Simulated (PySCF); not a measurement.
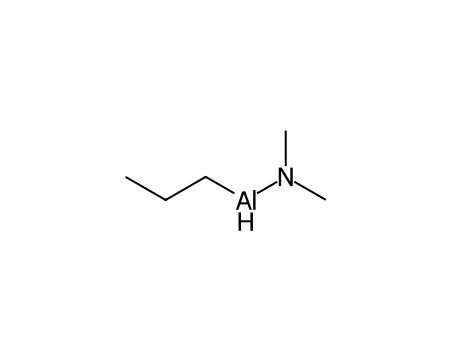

Simulated data, not a measurement (program: PySCF).

A structural formula.

Give its SMILES.

Answer. CC[CH2][AlH][N](C)C

Give the formula, hydrogens included.

Answer. C5H14AlN.

An optimisation with PBE0-D3(BJ)/def2-SVP gave a structure of which point group?

Answer. C1. Other conformers may differ.
